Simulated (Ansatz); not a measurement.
## Electronic structure of C₃H₇B in real space

The calculation's input:

```
crystal:
  periodic: [false, false, false]
  atoms:
    - { symbol: B, position_ang: [-0.6043, 2.02513, 0.43771] }
    - { symbol: C, position_ang: [-0.14763, 0.56618, 0.56688] }
    - { symbol: C, position_ang: [0.05218, -0.24797, -0.47881] }
    - { symbol: C, position_ang: [0.49887, -1.6692, -0.37193] }
    - { symbol: H, position_ang: [-0.80907, 2.47804, -0.62219] }
    - { symbol: H, position_ang: [-0.75189, 2.68754, 1.39136] }
    - { symbol: H, position_ang: [0.03129, 0.13588, 1.54862] }
    - { symbol: H, position_ang: [-0.11369, 0.12793, -1.48037] }
    - { symbol: H, position_ang: [-0.20807, -2.24269, 0.22782] }
    - { symbol: H, position_ang: [1.46521, -1.72433, 0.12966] }
    - { symbol: H, position_ang: [0.58709, -2.13652, -1.34874] }
basis:
  gaussian: { orbitals: def2-SVP }
hamiltonian:
  xc: pbe0
relax:
  f_tol: 0.02
  max_steps: 50
output:
  orbitals: {}
```

Run with:

```sh
ansatz run input.yaml --threads 2 --pin off --max-ram 3072MiB --backend cpu --events-out ev --progress --plain --runs-dir out
```

The fields are those of the relaxed geometry.

Method: Ansatz 0.2.0, RKS PBE0/def2-SVP.

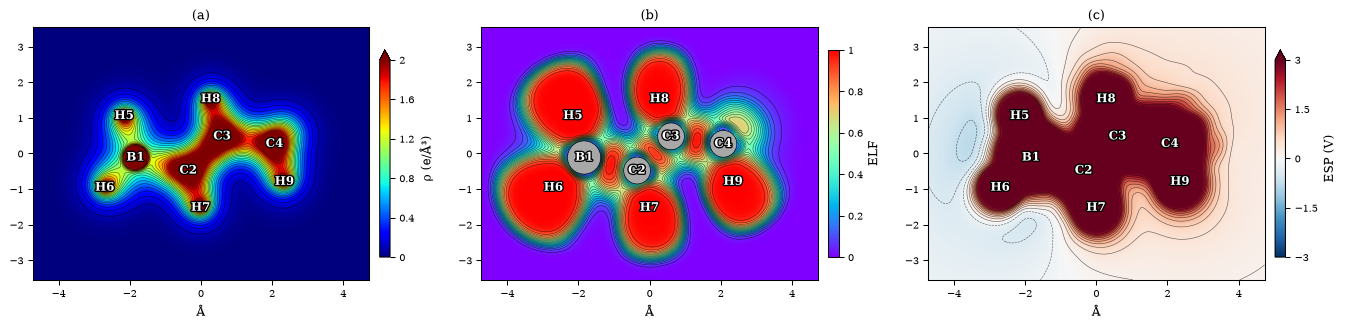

Figure 1. (a) electron density; (b) electron localisation function; (c) electrostatic potential on the plane of atoms C2, C3 and C4. Grey discs cover the atomic cores in the ELF map.

> What do the fields say about this system?

Atoms in the plane: B, C and H. C–C (1.35 Å): the density is about 2.2 e/Å³ at the midpoint; the ELF peaks at about 0.95 between the atoms (localised, covalent bonding). C–B (1.53 Å): ρ at the midpoint is about 1.5 e/Å³; the ELF peaks at about 1 between the atoms; a covalent bond. C–H (1.10 Å): ρ is about 1.9 e/Å³ halfway; the ELF climbs to about 1 towards the hydrogen, as it does in any bond to H: a covalent bond by its length. C–C (1.49 Å): ρ at the midpoint is about 1.8 e/Å³; the ELF peaks at about 1 between the atoms: a shared electron pair. B–H (1.21 Å): ρ is about 1.2 e/Å³ halfway; the ELF climbs to about 1 towards the hydrogen (a covalent bond by its length). Outside the dense part of the molecule the potential is most negative (−0.8 V) near H6.

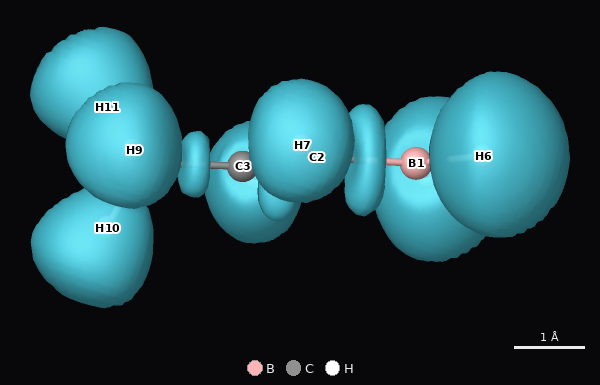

Figure 2. Isosurface of the ELF at 0.85 (cyan), seen from one side. Only the valence region is drawn (cores and ρ < 0.01 e/Å³ removed).

> Where are the electrons localised?

The surface consists of one region between bonded B–C atoms (shared pairs), two regions between bonded C–C atoms (shared pairs) and seven regions around hydrogen nuclei.

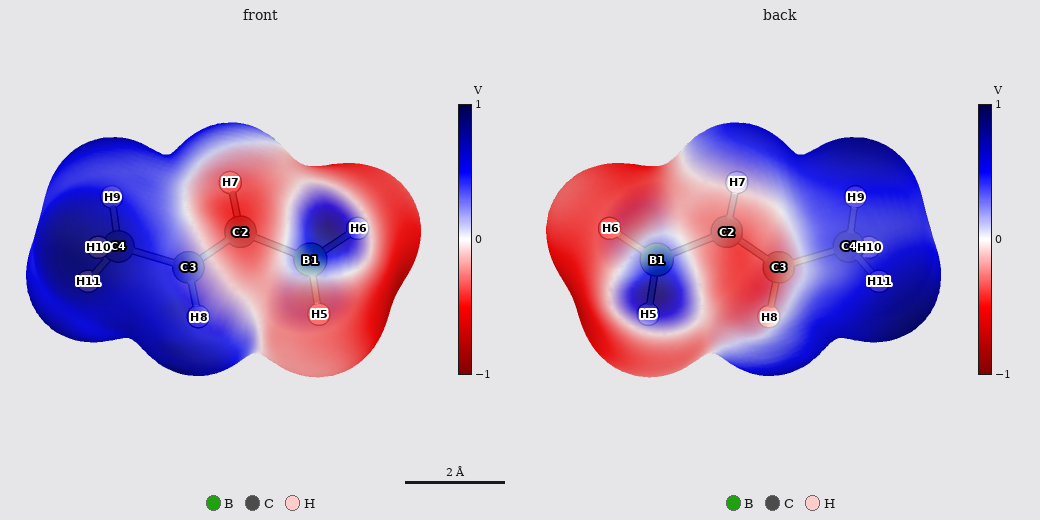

Figure 3. The electrostatic potential painted on the density surface at 0.002 e/bohr³, seen from the front and from behind; red is negative and blue positive.

> Where is the surface potential most negative and most positive?

The most negative region (about −0.8 V, or −18 kcal/mol for a unit charge) lies over H5, the most positive (about +0.9 V, or +21 kcal/mol for a unit charge) over H8, H10 and H11.
